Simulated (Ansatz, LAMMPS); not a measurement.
# Charge trapping in a frame of glassy nearly rigid 60TiO2-40SiO2 (mol %) from 1500 K (141 atoms), part 2 of 4

Does an extra electron or hole in a frame of glassy nearly rigid 60TiO2-40SiO2 (mol %) from 1500 K (141 atoms) stay spread out, or do the atoms trap it?

Ansatz 0.2.0; Kohn-Sham DFT, revPBE, PAW (set soft_2), plane waves.

The cell: 28 Ti, 19 Si and 94 O. The starting topology of bonds comes from the classical model. Sampling is at Γ alone, for a cell whose shortest periodic width is 13 Å.

So far. Step 2 (Single point at the start): The r.m.s. force at the start is 2.2 eV/Å. Step 3 (Relaxation): The relaxation converged after 14 steps, 32.4 eV below its start, with a largest force component of 0.014 eV/Å.

### 4. Single point at the relaxed geometry

One more single point at the end of the walk gives the fuller output and checks the residual forces.

Contents of input.yaml:

```yaml
crystal:
  lattice:
    - [12.90086, 0.0, 0.0]
    - [0.0, 12.90086, 0.0]
    - [0.0, 0.0, 12.90086]
  atoms:
    - { symbol: Ti, position: [0.51071, 0.93008, 0.81153] }
    - { symbol: Ti, position: [0.81306, 0.68548, 0.69407] }
    - { symbol: Ti, position: [0.49572, 0.13026, 0.0918] }
    - { symbol: Ti, position: [0.32771, 0.86198, 0.31644] }
    - { symbol: Ti, position: [0.68296, 0.27602, 0.92453] }
    - { symbol: Ti, position: [0.91359, 0.80749, 0.28561] }
    [... 129 atom lines left out ...]
    - { symbol: O, position: [0.41725, 0.05292, 0.79121] }
    - { symbol: O, position: [0.12566, 0.18722, 0.67788] }
    - { symbol: O, position: [0.88953, 0.00402, 0.75356] }
    - { symbol: O, position: [0.60174, 0.51746, 0.65917] }
    - { symbol: O, position: [0.21023, 0.99194, 0.91566] }
    - { symbol: O, position: [0.4336, 0.00623, 0.08985] }
kpoints:
  mp_grid: { grid: [1, 1, 1] }
hamiltonian:
  xc: revpbe
scf:
  occupations: { method: gaussian, width: 0.05 }
output:
  forces: true
  stress: true
  populations: true
  dos:
    method: { smearing: { sigma: 0.15 } }
    de: 0.1
    projected: { site_lists: { O: [O], Si: [Si], Ti: [Ti] } }
  eigenvalues: true
  write_density: true
  write_potential: true
  volumetric_format: npy
```

The run is started by

```
ansatz run input.yaml --threads 8 --pin off --max-ram 15872MiB --backend cpu --events-out ev --progress --plain --runs-dir out
```

Numbers of over 12 decimals in the logs are rounded to 6 here.

Log:

```text
[...]
Crystal: 141 atoms, lattice volume = 2147.118 Å³
Basis set: ecut = 420 eV, 41923 PW (Γ), exchange–correlation on 180×180×180 points (8 copies of the dense FFT grid, shifted against one another)
Bands: 629, of which v1, the nominal top of the filled ones, is band 488 counted from 1 (487 counted from 0)
Symmetry: 1 space group operations
[...]
k-points: 1
[...]
SCF iter   1: F=—  HF=-135830.131222 eV  |F-HF|=—  |Δ(HF+E_count)|=         —  Δρ=4.48e-3  dr2=5.70e-1  ethr=1.77e-3  ⟨swp⟩=6.0  Hψ=2434  notcnv=0  defer=49
[...]
SCF iter  13: F=-135830.087376 eV  HF=-135830.087376 eV  |F-HF|=4.66e-9  |Δ(HF+E_count)|=   8.93e-8  Δρ=1.42e-6  dr2=5.22e-8  ethr=1.02e-11  ⟨swp⟩=16.0  Hψ=4393  notcnv=0
SCF 1 converged in 13 iterations: F = -135830.087376 eV  dr2 = 5.22e-8
[...]
WARN: The input density's exchange-correlation potential varies sharply where the density is thin. Do not read a vacuum level from v_tot or v_xc, or from such a field of the output density. On a cell that repeats whose density bears no net charge and no dipole along the vacuum's axis use v_es (v_loc + v_h of the components); [...]
SCF converged after 13 iterations
Free energy (F): -135830.087376 eV
[...]
Internal energy: -135830.087376 eV  (E = F + TS)
E sigma→0 (E₀):  -135830.087376 eV
Fermi energy:    4.384769 eV
[...]
--- Forces (eV/Å), atoms counted from 1 ---
  atom   1  Ti     0.01297874    -0.00126803     0.00169265
  atom   2  Ti     0.01338540    -0.00420969    -0.00069936
  atom   3  Ti    -0.00046471    -0.00454432    -0.00331277
  atom   4  Ti     0.00116294     0.00044002     0.00277407
  atom   5  Ti    -0.00468754     0.00645725     0.00575601
  atom   6  Ti     0.00296238     0.00406520     0.00024754
  atom   7  Ti    -0.00104322    -0.00071240     0.00761724
  atom   8  Ti    -0.00307297     0.00107224     0.00228773
  atom   9  Ti    -0.00100234    -0.00037310    -0.00241820
  atom  10  Ti    -0.00153049    -0.00038315    -0.00089068
  atom  11  Ti     0.00313446    -0.00041877    -0.00309102
  atom  12  Ti    -0.00275490    -0.00271308     0.00148822
  atom  13  Ti    -0.00146702     0.00039943    -0.00326349
  atom  14  Ti    -0.00353556     0.00712866    -0.00455894
[...]
atom 140  O      0.00193835    -0.00033893     0.00140837
  atom 141  O     -0.00167152     0.00369961    -0.00104632
  max |Σ_I F_I| component: 1.10e-4 eV/Å
--- Stress (GPa, compression-positive) ---
        0.307065       0.204578       1.025392
        0.204577       1.313734       0.056583
        1.025392       0.056583       1.161138
  P = ⅓ Tr σ = 0.9273 GPa (9.273 kbar)
--- Band table (eV) ---
[...]
--- Löwdin populations: 141 sites ---
  site symbol       q [e]
     0     Ti     10.6260
     1     Ti     10.6134
     2     Ti     10.6042
[...]
140      O      6.6094
  spilling = 0.006803 (of n_electrons = 976.000000)
```

Elapsed: 38 s, on 8 threads of Arm Neoverse V2, shared host; peak memory 3.5 GiB; 4.9 min of CPU time.

The program notes that the exchange-correlation potential is rough where the density is thin.

Numbers from this run:

```yaml
free_energy: -135830.0874 eV
free_energy_per_atom: -963.3340 eV/atom
scf_cycles: 13
pressure: 0.9273 GPa
r_m_s_force_component: 0.00339 eV/Å
longest_force: 0.01548 eV/Å
fermi_energy: 4.385 eV
spacing_of_highest_filled_and_lowest_empty_level: 2.517 eV
spilling_of_the_projection: 0.006803
```

Löwdin charges by element and coordination (they lack the spilled electrons, 0.047 e an atom on average):

```
element  coordination  atoms  mean charge (e)  spread   least    most
      O           all     94           -0.695  0.0695  -0.818  -0.548
      O             2     86           -0.689  0.0689  -0.818  -0.548
      O             3      8           -0.756  0.0402  -0.799  -0.678
     Si           all     19             1.72  0.0196    1.69    1.76
     Ti           all     28             1.40  0.0214    1.35    1.45
     Ti             4     21             1.40  0.0225    1.35    1.45
     Ti             5      6             1.40  0.0193    1.37    1.42
     Ti             6      1             1.40       0    1.40    1.40
```

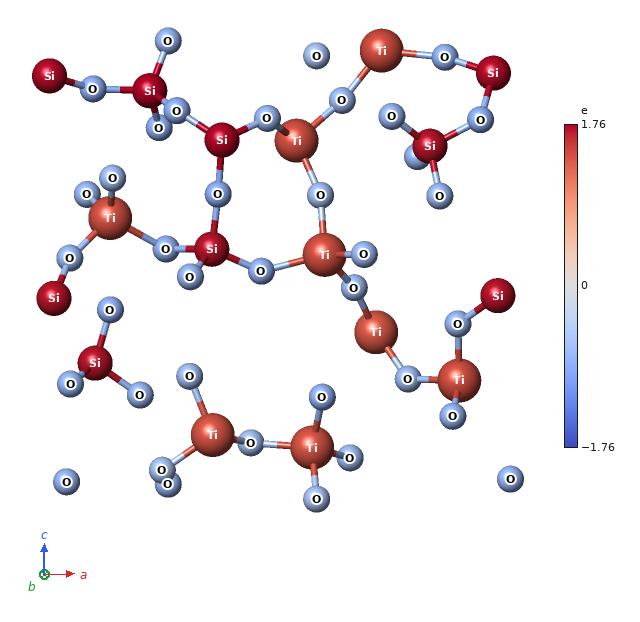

Atoms coloured by Löwdin charge. Drawn is a slice 4 Å thick, seen along the normal of the ac plane. Bonds to atoms that aren't drawn are left out.

Density of states as counts of states in windows of 1 eV (from the Fermi level), total and the larger projections:

```
from (eV)  to (eV)  total    O p  Ti d   O s
      -18      -17   65.1    0.2   4.2  55.2
      -17      -16    2.3    0.0   0.2   2.0
      -16      -10    0.0    0.0   0.0   0.0
      -10       -9    9.6    6.3   0.1   0.6
       -9       -8   10.1    6.7   0.3   0.6
       -8       -7   17.2   11.5   1.1   1.3
       -7       -6   39.3   28.8   3.1   0.8
       -6       -5   63.5   46.6   8.3   0.9
       -5       -4  136.4  104.4  24.3   1.2
       -4       -3  125.0  106.5  13.1   1.2
       -3       -2  130.0  119.6   6.7   0.8
       -2       -1   33.1   31.4   0.9   0.1
       -1        1    0.0    0.0   0.0   0.0
        1        2   32.4    3.3  27.7   0.3
        2        3   95.8   13.7  75.3   2.4
        3        4   80.8   15.8  56.3   3.4
```

Between -26 and -18 eV lie 121 more states.

The stored curve holds about 752 of the 976 electrons; the rest, give or take the few that broadening carries across the Fermi level, lie in deeper levels below its range.

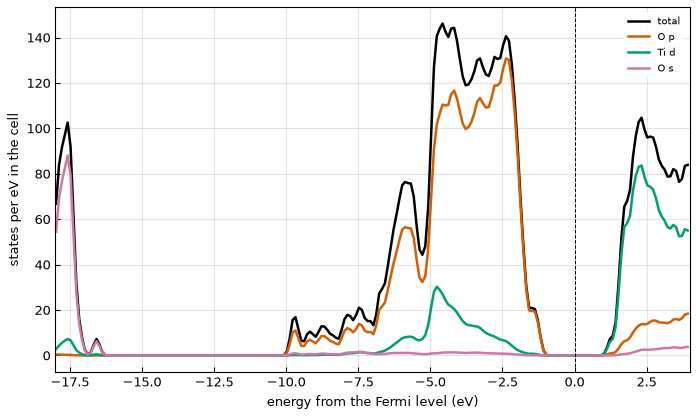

Total and projected density of states, with the broadening of the input.

The levels nearest the highest filled one (over half full), pooled over k-points and spins:

```
level less the highest filled one (eV)  occupation
                                -0.454           2
                                -0.437           2
                                -0.233           2
                                -0.209           2
                               -0.0827           2
                                     0           2
                                  2.52           0
                                  2.79           0
                                  2.82           0
                                  2.85           0
                                  2.92           0
                                  2.93           0
```

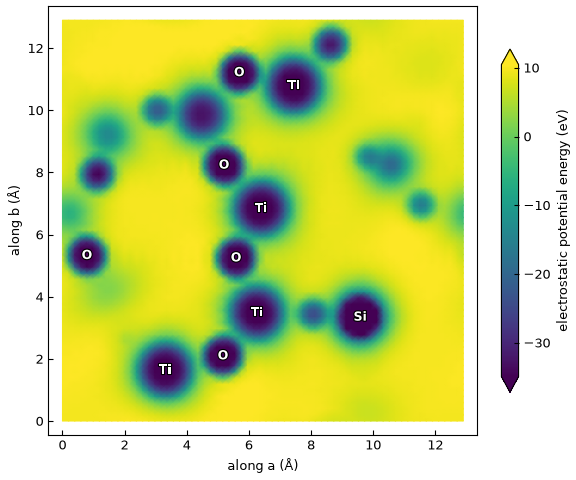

Electrostatic potential energy in the ab plane at fractional z = 0.097, with atoms of Ti and Si and O within 0.2 Å of it. With pseudopotentials it is smooth inside the atoms' cores, unlike the true potential. The map starts off the cell's origin, so that atoms lie inside it.

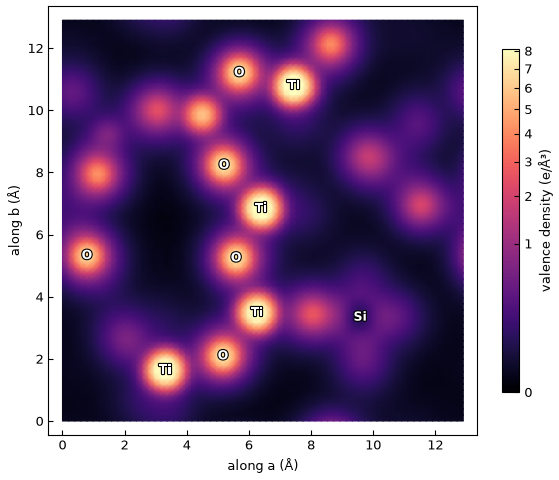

Valence density in the ab plane at fractional z = 0.097, with atoms of Ti and Si and O within 0.2 Å of it. It is the smooth field of the valence electrons, not physical close to the nuclei. The map starts off the cell's origin, so that atoms lie inside it. The colour scale is stretched toward low values.

The highest filled and lowest empty levels differ by 2.52 eV (at Γ alone); a semilocal functional tends to put such gaps too low. In a disordered cell it changes from sample to sample, and tail or defect levels can set it. Mean Löwdin charges: O -0.70, Si +1.72, Ti +1.40 e (they miss 0.68 % of the electrons, so they add up to more than the cell's charge). The largest share in the top eV of filled states is O p (96 % of the projected weight), and in the lowest eV of empty states Ti d (85 % of the projected weight).

### 5. An extra electron, atoms held

The electron count changes by one with the atoms held: a vertical process, on a uniform background, with spin and a narrow Fermi–Dirac smearing. Its energy against the neutral cell hangs on the program's zero of potential.

Contents of input.yaml:

```yaml
crystal:
  lattice:
    - [12.90086, 0.0, 0.0]
    - [0.0, 12.90086, 0.0]
    - [0.0, 0.0, 12.90086]
  atoms:
    [... the 141 atom lines of step 4 ...]
total_charge: -1
kpoints:
  mp_grid: { grid: [1, 1, 1] }
hamiltonian:
  xc: revpbe
scf:
  occupations: { method: fermi_dirac, width: 0.01 }
  lower_state_search: "off"
output:
  forces: true
  stress: true
  populations: intrinsic
  dos:
    method: { smearing: { sigma: 0.15 } }
    de: 0.1
    projected: { site_lists: { O: [O], Si: [Si], Ti: [Ti] } }
  eigenvalues: true
  write_density: true
  write_potential: true
  volumetric_format: npy
magnetization:
  spin_polarized: true
  initial_magnetization: 1
```

Log:

```text
[...]
Crystal: 141 atoms, lattice volume = 2147.118 Å³
Basis set: ecut = 420 eV, 41923 PW (Γ), exchange–correlation on 180×180×180 points (8 copies of the dense FFT grid, shifted against one another)
Bands: 630, of which v1, the nominal top of the filled ones, is band 489 counted from 1 (488 counted from 0)
Symmetry: 1 space group operations
[...]
k-points: 1
[...]
Starting moments: Σ|m| = 1 μB on 141 of 141 sites
[...]
SCF iter   1: F=—  HF=-135881.461241 eV  |F-HF|=—  |Δ(HF+E_count)|=         —  Δρ=3.92e-2 (↑3.92e-2 ↓3.87e-2)  dr2=2.52e2  dr2_m=1.24e-1  M=1.000 μB ∫|m|=1.062 μB  β_m=1.00  ethr=3.10e-3  ⟨swp⟩=6.0  Hψ=4692  notcnv=0  defer=242
[...]
spin=Collinear: Kerker preconditioning applied to the charge; magnetization (m = ρ↑ − ρ↓) channel mixes plain (no charge-response kernel on spin).
SCF iter   2: F=—  HF=-135852.368514 eV  |F-HF|=—  |Δ(HF+E_count)|=         —  Δρ=2.70e-2 (↑2.70e-2 ↓2.64e-2)  dr2=1.22e2  dr2_m=1.96e-1  M=0.810 μB ∫|m|=1.006 μB  β_m=0.30  ethr=3.10e-3  ⟨swp⟩=3.0  Hψ=2750  notcnv=0  defer=254
[...]
spin=Collinear: Resta preconditioning applied to the charge; magnetization (m = ρ↑ − ρ↓) channel mixes plain (no charge-response kernel on spin).
SCF iter   3: F=—  HF=-135835.230576 eV  |F-HF|=—  |Δ(HF+E_count)|=    1.71e1  Δρ=1.91e-2 (↑1.91e-2 ↓1.84e-2)  dr2=5.83e1  dr2_m=1.44e-1  M=0.999 μB ∫|m|=1.187 μB  β_m=0.30  ethr=3.10e-3  ⟨swp⟩=3.5  Hψ=2556  notcnv=0  defer=260
[...]
SCF iter   8: F=—  HF=-135823.855476 eV  |F-HF|=—  |Δ(HF+E_count)|=   1.58e-1  Δρ=3.41e-3 (↑3.41e-3 ↓2.43e-3)  dr2=9.97e-1  dr2_m=4.30e-2  M=0.977 μB ∫|m|=1.156 μB  β_m=0.30  ethr=2.28e-4  ⟨swp⟩=6.5  Hψ=1974  notcnv=0  defer=240
[...]
spin-set hold released at iteration 8 (site moments contracting): the magnetisation degrees of freedom join the quasi-Newton model from the next iteration; the mixer history was flushed
SCF iter   9: F=—  HF=-135823.930662 eV  |F-HF|=—  |Δ(HF+E_count)|=   7.52e-2  Δρ=4.62e-3 (↑4.62e-3 ↓2.05e-3)  dr2=1.78e0  dr2_m=6.89e-2  M=0.365 μB ∫|m|=0.622 μB  β_m=0.27  ethr=1.02e-4  ⟨swp⟩=6.5  Hψ=2961  notcnv=0  defer=229
[...]
SCF iter  29: F=-135824.194610 eV  HF=-135824.194610 eV  |F-HF|=8.27e-9  |Δ(HF+E_count)|=  9.31e-10  Δρ=4.41e-7 (↑4.41e-7 ↓2.10e-7)  dr2=1.09e-8  dr2_m=9.71e-10  M=0.998 μB ∫|m|=1.259 μB  ethr=9.80e-12  ⟨swp⟩=5.0  Hψ=5746  notcnv=0
SCF 1 converged in 29 iterations: F = -135824.194610 eV  dr2 = 1.09e-8
[...]
SCF converged after 29 iterations
Magnetization: 0.9976 μB (488.9988 up, 488.0012 down)
Absolute magnetization: 1.2558 μB (∫|ρ↑−ρ↓|, with the PAW one-centre terms)
[...]
Per-site moments (μB) at R_I (Å): [(0.145567, 0.745687), (0.011899, 0.750212), (0.039860, 0.738269), (0.00075745, 0.710296), (0.068267, 0.742637), [...]
Free energy (F): -135824.194610 eV
[...]
Internal energy: -135824.186977 eV  (E = F + TS)
E sigma→0 (E₀):  -135824.190794 eV
Entropy (-TS):   -0.007633 eV (-0.054 meV/atom)
Fermi energy:    6.043377 eV
[...]
--- Forces (eV/Å), atoms counted from 1 ---
  atom   1  Ti    -0.85596484     0.15574398    -0.01339886
  atom   2  Ti    -0.21617767     0.03803620     0.01882941
  atom   3  Ti     0.04981771    -0.19269886    -0.27194812
  atom   4  Ti     0.12680196     0.01175473    -0.11420372
  atom   5  Ti    -0.32384841    -0.36618451    -0.15630824
  atom   6  Ti    -0.11137698     0.01475423    -0.01453624
  atom   7  Ti     0.13240322     0.16929839    -0.53606648
  atom   8  Ti     0.36259414     0.16582475    -0.32417857
  atom   9  Ti     0.13107239     0.00527192    -0.05211383
  atom  10  Ti    -0.13058391    -0.01540808     0.07509640
  atom  11  Ti    -0.01361338     0.00721051     0.07253455
  atom  12  Ti    -0.09223918    -0.00325421    -0.05325381
  atom  13  Ti    -0.16741711     0.03650220     0.04088708
  atom  14  Ti    -0.05791741     0.04078212     0.07601524
[...]
atom 140  O     -0.48765560    -0.04479166     0.63675547
  atom 141  O     -0.02766127     0.06781960     0.04179070
  max |Σ_I F_I| component: 3.09e-5 eV/Å
--- Stress (GPa, compression-positive) ---
        0.391383       0.200876       1.068055
        0.200875       1.398285       0.065984
        1.068054       0.065984       1.290304
  P = ⅓ Tr σ = 1.0267 GPa (10.267 kbar)
--- Band table (eV) ---
[...]
--- intrinsic populations: 141 sites ---
  site symbol       q [e]    m [muB]
     0     Ti     10.6912     0.2388
     1     Ti     10.6392     0.0190
     2     Ti     10.6352     0.0627
[...]
140      O      6.6536    -0.0062
  spilling = 0.000000 (of n_electrons = 977.000000)
```

Run time: 2.3 min. Hardware: 8 threads; peak memory 6.1 GiB; 18 min of CPU time.

An extra electron, atoms held: the energy stands 5.89 eV above that of the reference, with a moment of 1.00 μB.

The levels nearest the highest filled one (over half full), pooled over k-points and spins:

```
level less the highest filled one (eV)  occupation
                                 -3.05           1
                                 -2.96           1
                                 -2.96           1
                                     0       0.882
                                0.0411        0.11
                                0.0719       0.006
                                 0.089       0.001
                                0.0905       0.001
```

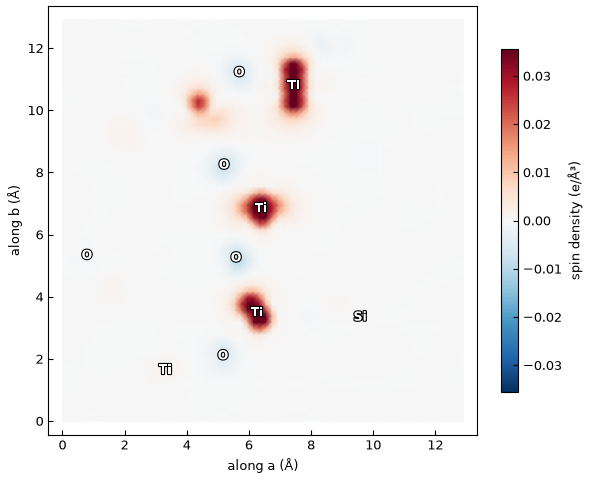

Spin density in the ab plane at fractional z = 0.097, with atoms of Ti and Si and O within 0.2 Å of it. The map starts off the cell's origin, so that atoms lie inside it.

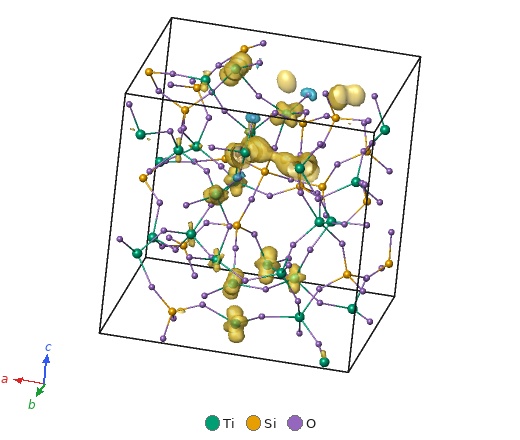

Surfaces of spin density = ±0.014 e/Å³, which hold about 50 % of the integral of its size. The two colours are the two signs.

[end of part 2 of 4]

[Logs are printed without paths, hosts, clocks, repeated set-up lines and the standing remarks that a program may print on its own settings, such as how far it seeks lower states.]

[Hosts, paths, dates, database ids (printed as entryN), source tags and the programs' standing remarks are cut or masked in the printed files.]
